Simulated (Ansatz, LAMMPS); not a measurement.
# Glassy Na2Si4O9 (90 atoms): geometry optimisation, part 2 of 3

Wanted: the relaxed structure of glassy Na2Si4O9 (90 atoms) and its electronic structure.

Ansatz 0.2.0; Kohn-Sham DFT, PBE, PAW (set soft_2), plane waves.

The cell: 12 Na, 54 O and 24 Si. The quench rate of 10 K/ps is orders of magnitude faster than experiment. The network of bonds at the start is that of the classical potential that made the cell. Only the Γ point is sampled, in a cell whose shortest periodic width is 11 Å.

So far. Step 3 (Single point at the start): The r.m.s. force component of 1.3 eV/Å and the pressure of 5.0 GPa set the starting point.

### 4. Relaxation

The atoms are relaxed in the fixed cell, aiming at the force tolerance of the input.

input.yaml

```yaml
crystal:
  lattice:
    - [10.8166, 0.0, 0.0]
    - [0.0, 10.8166, 0.0]
    - [0.0, 0.0, 10.8166]
  atoms:
    [... the 90 atom lines of step 3 ...]
kpoints:
  mp_grid: { grid: [1, 1, 1] }
hamiltonian:
  xc: pbe
scf:
  occupations: { method: fixed }
output:
  forces: true
relax:
  f_tol: 0.05
  max_steps: 200
```

Started as:

```sh
$ ansatz run input.yaml --threads 4 --pin off --max-ram 8192MiB --backend cpu --events-out ev --progress --plain --runs-dir out
```

Numbers of over 12 decimals in the logs are rounded to 6 here.

The program printed:

```text
[...]
Crystal: 90 atoms, lattice volume = 1265.530 Å³
Basis set: ecut = 420 eV, 24837 PW (Γ), exchange–correlation on 150×150×150 points (8 copies of the dense FFT grid, shifted against one another)
Bands: 354, of which v1, the nominal top of the filled ones, is band 264 counted from 1 (263 counted from 0)
Symmetry: 1 space group operations
[...]
k-points: 1
[...]
SCF iter   1: F=—  HF=-63824.884782 eV  |F-HF|=—  |Δ(HF+E_count)|=         —  Δρ=2.19e-3  dr2=9.30e-2  ethr=1.77e-3  ⟨swp⟩=5.0  Hψ=1225  notcnv=0  defer=88
[...]
SCF iter   3: F=—  HF=-63824.867225 eV  |F-HF|=—  |Δ(HF+E_count)|=   2.73e-3  Δρ=5.49e-4  dr2=6.35e-3  ethr=4.32e-6  ⟨swp⟩=3.0  Hψ=441  notcnv=0  defer=78
automatic band count: iteration 3 solves 344 bands in place of 354: the levels show a gap, and the empty bands left out lie too high to hold charge; the band table lists the bands solved (type scf.n_extra_bands for more)
SCF iter   4: F=—  HF=-63824.866360 eV  |F-HF|=—  |Δ(HF+E_count)|=   8.65e-4  Δρ=1.95e-4  dr2=5.76e-4  ethr=1.20e-6  ⟨swp⟩=2.0  Hψ=440  notcnv=0  defer=78
[...]
SCF iter   6: F=-63824.866401 eV  HF=-63824.866398 eV  |F-HF|=3.17e-6  |Δ(HF+E_count)|=   1.00e-5  Δρ=2.80e-5  dr2=9.11e-6  ethr=1.18e-8  ⟨swp⟩=3.0  Hψ=1094  notcnv=0
SCF 1 converged in 6 iterations: F = -63824.866401 eV  dr2 = 9.11e-6
[...]
relax step   1: F+E_penalty+E_count = -63824.86640115 eV  Δ(F+E_penalty+E_count) = +0.000e0 eV  max|allowed force component| = 4.587e0 eV/Å  Δτ_max = 0.0000 Å  (6 SCF iters, dr2 threshold 6.25e-5 eV, accepted)
[... from here on, the SCF cycles and remarks between the steps are left out ...]
relax step   2: F+E_penalty+E_count = -63828.78678898 eV  Δ(F+E_penalty+E_count) = -3.920e0 eV  max|allowed force component| = 2.225e0 eV/Å  Δτ_max = 0.1915 Å  (6 SCF iters, dr2 threshold 1.00e-4 eV, accepted)
relax step   3: F+E_penalty+E_count = -63831.35415268 eV  Δ(F+E_penalty+E_count) = -2.567e0 eV  max|allowed force component| = 1.006e0 eV/Å  Δτ_max = 0.1949 Å  (6 SCF iters, dr2 threshold 1.00e-4 eV, accepted)
relax step   4: F+E_penalty+E_count = -63832.04621303 eV  Δ(F+E_penalty+E_count) = -6.921e-1 eV  max|allowed force component| = 3.347e-1 eV/Å  Δτ_max = 0.2000 Å  (6 SCF iters, dr2 threshold 1.00e-4 eV, accepted)
relax step   5: F+E_penalty+E_count = -63832.30363094 eV  Δ(F+E_penalty+E_count) = -2.574e-1 eV  max|allowed force component| = 2.129e-1 eV/Å  Δτ_max = 0.2000 Å  (7 SCF iters, dr2 threshold 1.24e-5 eV, accepted)
relax step   6: F+E_penalty+E_count = -63832.41811888 eV  Δ(F+E_penalty+E_count) = -1.145e-1 eV  max|allowed force component| = 1.253e-1 eV/Å  Δτ_max = 0.2000 Å  (7 SCF iters, dr2 threshold 5.02e-6 eV, accepted)
relax step   7: F+E_penalty+E_count = -63832.48674977 eV  Δ(F+E_penalty+E_count) = -6.863e-2 eV  max|allowed force component| = 1.412e-1 eV/Å  Δτ_max = 0.2000 Å  (7 SCF iters, dr2 threshold 5.44e-6 eV, accepted)
relax step   8: F+E_penalty+E_count = -63832.50671633 eV  Δ(F+E_penalty+E_count) = -1.997e-2 eV  max|allowed force component| = 1.087e-1 eV/Å  Δτ_max = 0.2000 Å  (7 SCF iters, dr2 threshold 6.90e-6 eV, accepted)
relax step   9: F+E_penalty+E_count = -63832.51167284 eV  Δ(F+E_penalty+E_count) = -4.957e-3 eV  max|allowed force component| = 1.327e-1 eV/Å  Δτ_max = 0.0773 Å  (6 SCF iters, dr2 threshold 7.00e-6 eV, accepted)
relax step  10: F+E_penalty+E_count = -63832.52332328 eV  Δ(F+E_penalty+E_count) = -1.165e-2 eV  max|allowed force component| = 3.712e-2 eV/Å  Δτ_max = 0.1071 Å  (6 SCF iters, dr2 threshold 1.04e-5 eV, accepted)
relax step  11: F+E_penalty+E_count = -63832.52332518 eV  Δ(F+E_penalty+E_count) = -1.905e-6 eV  max|allowed force component| = 3.693e-2 eV/Å  Δτ_max = 0.0000 Å  (4 SCF iters, accepted)
SCF converged after 4 iterations
Free energy (F): -63832.523325 eV
[...]
Internal energy: -63832.523325 eV  (E = F + TS)
E sigma→0 (E₀):  -63832.523325 eV
Fermi energy:    3.247732 eV
[...]
--- Forces (eV/Å), atoms counted from 1 ---
  atom   1  Na    -0.00004368    -0.00280027     0.00228259
  atom   2  Na    -0.00230410    -0.00811440     0.00458657
  atom   3  Na    -0.00169579     0.00422321    -0.00027538
  atom   4  Na     0.01425975     0.00397002     0.00525433
  atom   5  Na     0.01268610    -0.01026961    -0.00486696
  atom   6  Na    -0.01192597     0.00481610    -0.00627415
  atom   7  Na    -0.01888947     0.00292706     0.00171723
  atom   8  Na     0.00039999    -0.00259353     0.00334878
  atom   9  Na     0.00773573    -0.00503892     0.00188122
  atom  10  Na     0.00378295     0.00421747    -0.00100631
  atom  11  Na    -0.00376209    -0.00137515    -0.00507168
  atom  12  Na     0.00480872    -0.01020411     0.00215610
  atom  13  O      0.01340850    -0.00408649     0.00002319
  atom  14  O     -0.01237971     0.00202510     0.00278802
[...]
atom  89  Si     0.00449489    -0.00090015     0.01143057
  atom  90  Si     0.00280806    -0.00662044     0.01196511
  max |Σ_I F_I| component: 2.58e-4 eV/Å
--- Relaxed structure (11 steps of the walk, 11 accepted, 0 SCFs on fresh bases) ---
  F+E_penalty+E_count = -63832.52332518 eV   max|allowed force component| = 3.693e-2 eV/Å
  atoms:
    - { symbol: Na, position: [0.174315, 0.313541, 0.537365] }
    - { symbol: Na, position: [0.693543, 0.325828, 0.114487] }
    - { symbol: Na, position: [0.567831, 0.239407, 0.787090] }
    - { symbol: Na, position: [0.221462, 0.752510, 0.149389] }
[...]
- { symbol: Si, position: [0.485000, 0.153497, 0.482370] }
```

The job ended after 84 s (4 threads of Arm Neoverse V2, shared host; peak memory 1.3 GiB; 5.1 min of CPU time).

Step by step:

| step | energy less that of the first step (eV) | largest force component (eV/Å) |
| --- | --- | --- |
| 1 | 0.0000 | 4.5873 |
| 2 | -3.9204 | 2.2253 |
| 3 | -6.4878 | 1.0061 |
| 4 | -7.1798 | 0.3347 |
| 5 | -7.4372 | 0.2129 |
| 6 | -7.5517 | 0.1253 |
| 7 | -7.6203 | 0.1412 |
| 8 | -7.6403 | 0.1087 |
| 9 | -7.6453 | 0.1327 |
| 10 | -7.6569 | 0.0371 |
| 11 | -7.6569 | 0.0369 |

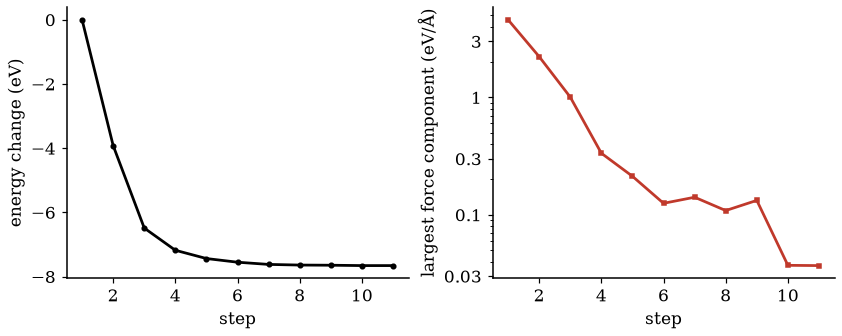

Energy and largest force along the relaxation.

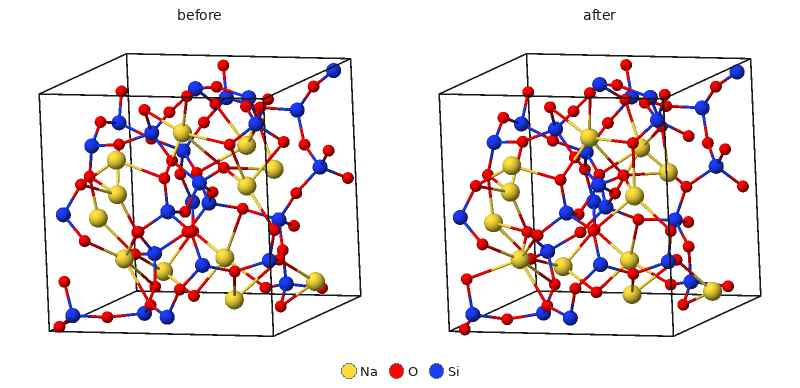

The structure before and after the relaxation, drawn at the same scale.

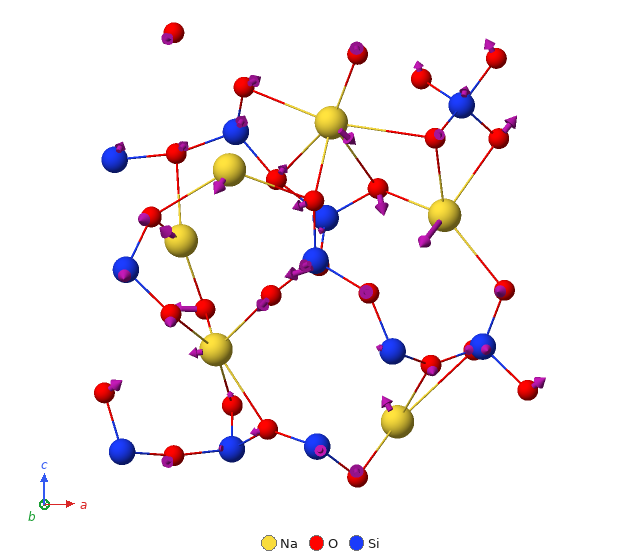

Displacements in the relaxation, exaggerated; the longest in the cell stands for 0.82 Å. Drawn is a slice 4 Å thick, seen along the normal of the ac plane. Bonds to atoms that aren't drawn are left out.

The atoms that moved most (Å):

| atom | dx | dy | dz | length |
| --- | --- | --- | --- | --- |
| Na11 | -0.357 | -0.648 | -0.348 | 0.817 |
| Na6 | 0.059 | -0.567 | -0.346 | 0.667 |
| O29 | -0.427 | 0.275 | -0.168 | 0.535 |
| O27 | -0.436 | -0.073 | 0.294 | 0.531 |
| O17 | -0.137 | -0.235 | -0.453 | 0.529 |
| O60 | 0.426 | 0.148 | 0.170 | 0.482 |
| O24 | -0.133 | -0.313 | -0.330 | 0.474 |
| Na5 | -0.112 | -0.442 | -0.075 | 0.462 |

The relaxation changed the energy by -85.1 meV/atom, and atoms moved by 0.30 Å r.m.s., 0.82 Å at most.

### 5. Distances and neighbours after relaxation

Bonds before and after, by the cutoffs listed below:

| pair | bonds before | bonds after | mean before (Å) | mean after (Å) | spread before (Å) | spread after (Å) |
| --- | --- | --- | --- | --- | --- | --- |
| O-Si | 96 | 96 | 1.619 | 1.643 | 0.051 | 0.036 |
| O-Na | 49 | 53 | 2.442 | 2.396 | 0.213 | 0.155 |

Density 2.38 g/cm³, 14.06 Å³ an atom.

Pair distribution functions g(r), in bins of 0.2 Å:

| r (Å) | total | O-O | O-Si | O-Na | Si-Si | Si-Na | Na-Na |
| --- | --- | --- | --- | --- | --- | --- | --- |
| 1.50 | 0.55 | 0.00 | 1.73 | 0.00 | 0.00 | 0.00 | 0.00 |
| 1.70 | 3.88 | 0.00 | 12.12 | 0.00 | 0.00 | 0.00 | 0.00 |
| 1.90 | 0.00 | 0.00 | 0.00 | 0.00 | 0.00 | 0.00 | 0.00 |
| 2.10 | 0.08 | 0.00 | 0.00 | 0.50 | 0.00 | 0.00 | 0.00 |
| 2.30 | 0.64 | 0.00 | 0.00 | 4.00 | 0.00 | 0.00 | 0.00 |
| 2.50 | 0.59 | 0.74 | 0.00 | 2.00 | 0.00 | 0.00 | 0.00 |
| 2.70 | 2.31 | 6.04 | 0.00 | 0.75 | 0.23 | 0.00 | 0.00 |
| 2.90 | 0.35 | 0.41 | 0.00 | 0.26 | 0.82 | 1.06 | 1.61 |
| 3.10 | 0.89 | 0.54 | 0.16 | 0.57 | 5.28 | 2.00 | 2.17 |
| 3.30 | 0.95 | 0.79 | 0.57 | 0.98 | 1.32 | 2.90 | 1.29 |
| 3.50 | 1.01 | 0.51 | 1.20 | 1.14 | 0.00 | 3.29 | 1.16 |
| 3.70 | 0.83 | 0.58 | 1.11 | 0.92 | 0.00 | 1.40 | 1.02 |
| 3.90 | 1.00 | 0.66 | 1.60 | 1.13 | 0.00 | 0.70 | 0.93 |
| 4.10 | 1.14 | 0.76 | 1.98 | 0.88 | 0.51 | 0.74 | 0.41 |
| 4.30 | 1.10 | 0.84 | 1.62 | 1.01 | 0.84 | 0.76 | 0.75 |
| 4.50 | 0.91 | 0.89 | 0.71 | 1.38 | 1.19 | 0.60 | 1.02 |
| 4.70 | 1.02 | 1.26 | 0.65 | 1.33 | 0.86 | 1.03 | 0.63 |
| 4.90 | 1.17 | 1.48 | 0.81 | 1.33 | 1.39 | 0.95 | 0.29 |
| 5.10 | 0.99 | 1.28 | 0.73 | 0.87 | 1.21 | 0.67 | 1.36 |
| 5.30 | 1.06 | 1.40 | 0.79 | 0.80 | 1.69 | 0.68 | 0.25 |

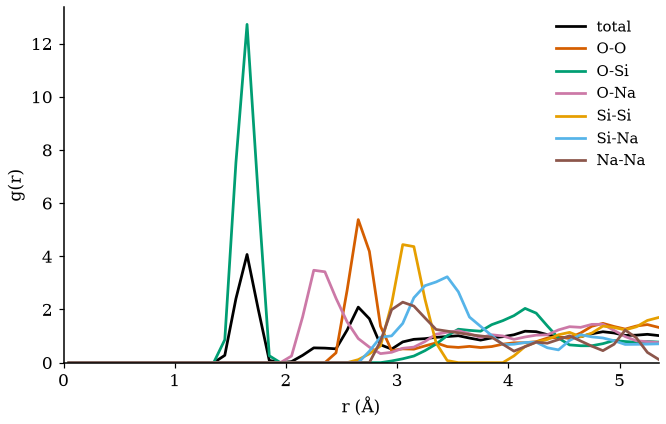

Pair distribution functions, lightly smoothed.

Bonds by pair of elements; cutoffs follow the first minimum of g(r), held within bounds set by covalent radii, and pairs that aren't listed don't count as bonded:

| pair A-B | cutoff (Å) | bonds | mean length (Å) | spread (Å) | shortest (Å) | B about A | A about B |
| --- | --- | --- | --- | --- | --- | --- | --- |
| O-Si | 2.08 | 96 | 1.64 | 0.036 | 1.56 | 1.78 | 4 |
| O-Na | 2.88 | 53 | 2.40 | 0.155 | 2.14 | 0.981 | 4.42 |

How many atoms have how many bonded neighbours:

| element | mean | 2 | 3 | 4 | 5 | 6 |
| --- | --- | --- | --- | --- | --- | --- |
| Na | 4.42 | 0 | 3 | 4 | 2 | 3 |
| O | 2.76 | 19 | 29 | 6 | 0 | 0 |
| Si | 4 | 0 | 0 | 24 | 0 | 0 |

Bond angles, per cent of each kind in bins of 5°:

| angle (°) | O-Si-O | O-Na-O | Na-O-Si | Si-O-Si | Na-O-Na |
| --- | --- | --- | --- | --- | --- |
| 55–60 | 0.0 | 1.0 | 0.0 | 0.0 | 0.0 |
| 60–65 | 0.0 | 8.2 | 0.0 | 0.0 | 0.0 |
| 65–70 | 0.0 | 4.1 | 0.0 | 0.0 | 0.0 |
| 70–75 | 0.0 | 1.0 | 0.0 | 0.0 | 4.5 |
| 75–80 | 0.0 | 8.2 | 1.3 | 0.0 | 4.5 |
| 80–85 | 0.0 | 5.1 | 1.3 | 0.0 | 9.1 |
| 85–90 | 0.0 | 5.1 | 9.0 | 0.0 | 22.7 |
| 90–95 | 0.0 | 9.2 | 14.1 | 0.0 | 9.1 |
| 95–100 | 2.1 | 8.2 | 5.1 | 0.0 | 9.1 |
| 100–105 | 15.3 | 12.2 | 9.0 | 0.0 | 4.5 |
| 105–110 | 38.2 | 2.0 | 12.8 | 0.0 | 4.5 |
| 110–115 | 31.2 | 2.0 | 12.8 | 2.4 | 0.0 |
| 115–120 | 11.8 | 4.1 | 11.5 | 2.4 | 9.1 |
| 120–125 | 1.4 | 3.1 | 7.7 | 0.0 | 0.0 |
| 125–130 | 0.0 | 9.2 | 5.1 | 7.1 | 4.5 |
| 130–135 | 0.0 | 5.1 | 3.9 | 14.3 | 4.5 |
| 135–140 | 0.0 | 2.0 | 2.6 | 19.0 | 4.5 |
| 140–145 | 0.0 | 4.1 | 0.0 | 19.0 | 4.5 |
| 145–150 | 0.0 | 1.0 | 0.0 | 7.1 | 0.0 |
| 150–155 | 0.0 | 1.0 | 1.3 | 9.5 | 4.5 |
| 155–160 | 0.0 | 1.0 | 1.3 | 7.1 | 0.0 |
| 160–165 | 0.0 | 1.0 | 1.3 | 9.5 | 0.0 |
| 165–170 | 0.0 | 2.0 | 0.0 | 2.4 | 0.0 |

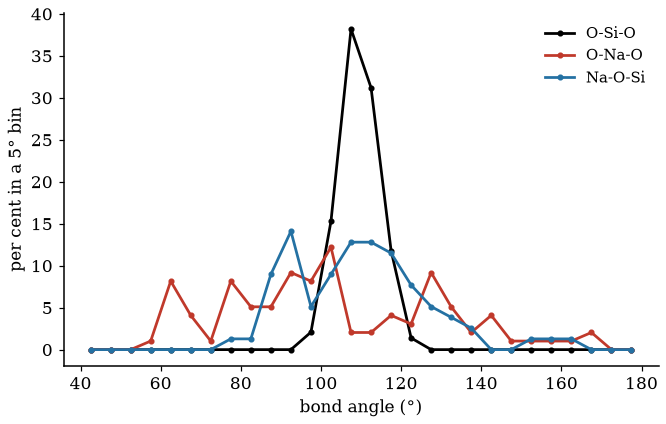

Distributions of the most common bond angles.

Bond angles (no mean is given where the spread exceeds 20°):

| angle | count | mean (°) | spread (°) |
| --- | --- | --- | --- |
| O-Si-O | 144 | 109 | 4.6 |
| O-Na-O | 98 | - | - |
| Na-O-Si | 78 | 110 | 17 |
| Si-O-Si | 42 | 143 | 12.4 |
| Na-O-Na | 22 | - | - |

Oxygen atoms by the number of network formers (Si, P, Ge, B, Al, As, Ga) bound to them:

| network formers bound to O | O atoms | per cent |
| --- | --- | --- |
| 0 | 0 | 0 |
| 1 | 12 | 22.2 |
| 2 | 42 | 77.8 |

Network units: each former by its oxygen neighbours and how many of them bridge to another former:

| former | O neighbours | bridging O | atoms |
| --- | --- | --- | --- |
| Si | 4 | 2 | 1 |
| Si | 4 | 3 | 10 |
| Si | 4 | 4 | 13 |

Bond length by coordination (bonds to H left out):

| element | coordination | atoms | mean bond length (Å) |
| --- | --- | --- | --- |
| Na | 3 | 3 | 2.28 |
| Na | 4 | 4 | 2.38 |
| Na | 5 | 2 | 2.44 |
| Na | 6 | 3 | 2.45 |
| O | 2 | 19 | 1.66 |
| O | 3 | 29 | 1.96 |
| O | 4 | 6 | 2.14 |

Rings of the network by King's shortest-path rule, up to 12 atoms, one path for each pair of neighbours; H, halogens, alkali and alkaline-earth atoms are left out, and the last column divides by all other atoms, bonded or not:

| ring size (atoms) | rings | per network atom |
| --- | --- | --- |
| 8 | 2 | 0.026 |
| 10 | 3 | 0.038 |
| 12 | 9 | 0.115 |

First main peaks of g(r), for some of the pairs, lie near 2.7 Å (O-O), 1.6 Å (O-Si), 2.3 Å (O-Na), 3.1 Å (Si-Si), 3.4 Å (Si-Na) and 3.0 Å (Na-Na). Counting bonds as in the table, 33 % of Na atoms have 4, 54 % of O atoms have 3 and all Si atoms have 4 bonded neighbours. The O-Si-O angle averages 109° with a spread of 5°. 78 % of the oxygens bridge two formers (Si) and 22 % are non-bridging. The commonest Si unit has 4 oxygens, 4 of them shared with other formers (13 of 24 atoms). Rings of 12 atoms are the most common (64 % of those counted); sizes run from 8 to 12, where the search stops.

(Part 2 of 3 ends here.)

[Logs are printed without paths, hosts, clocks, repeated set-up lines and the standing remarks that a program may print on its own settings, such as how far it seeks lower states.]

[Hosts, paths, dates, database ids (printed as entryN), source tags and the programs' standing remarks are cut or masked in the printed files.]
